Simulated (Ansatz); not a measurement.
H4SSi···NH3

```xyz
10

Si   -0.5071   -1.0694    0.7367
S     1.5720   -0.6047    1.0451
H    -0.5772   -1.6565   -0.6292
H    -0.9882   -2.0693    1.7352
H    -1.3710    0.1433    0.8331
H     0.9023    1.2399   -0.9690
N     0.2234    1.5433   -1.6672
H     1.3879   -0.0509    2.2633
H    -0.0298    0.7108   -2.1976
H    -0.6122    1.8135   -1.1505
```

Theory: UKS PBE0/def2-SVP in Ansatz.

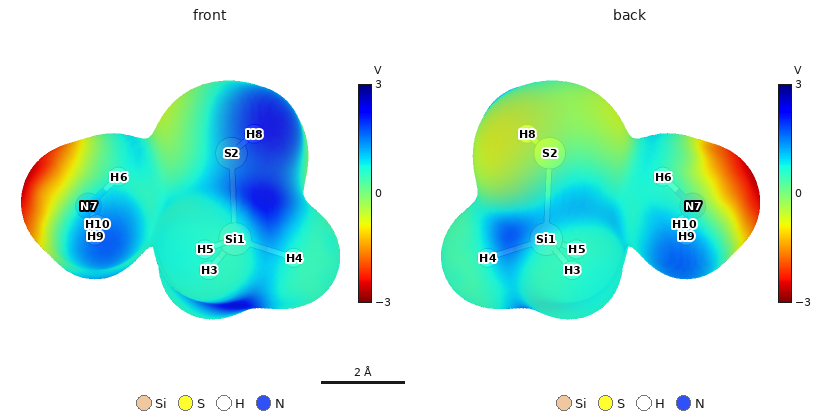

Figure 1. The electrostatic potential painted on the density surface at 0.004 e/bohr³, seen from the front and from behind; the colour scale runs from red (negative) to blue (positive).

Which sites attract a positive test charge, and which a negative one?

A positive charge is drawn to the negative regions and a negative charge to the positive ones. The most negative region (about −2.6 V) lies over N7, the most positive (about +2.3 V) over Si1. N7 is the likeliest acceptor of a hydrogen bond.

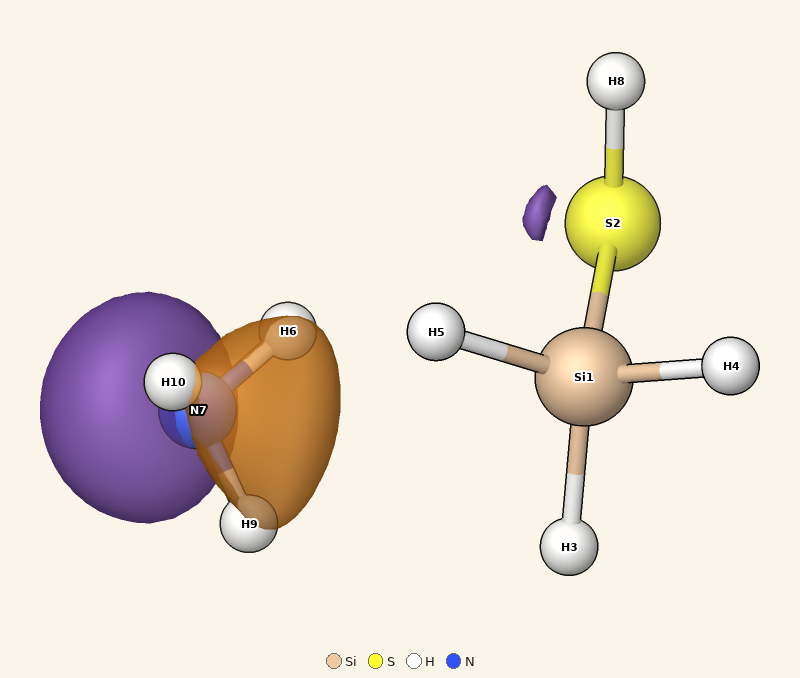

Figure 2. The HOMO at ±0.2 Å⁻³ᐟ² (orange and purple are the two phases), seen at a tilt.

Where does this orbital lie, and at what energy?

By Hirshfeld shares it lies mainly on N7 (about 75 %) and S2 (about 10 %); largely a lone pair of N7. Its energy is −7.09 eV.
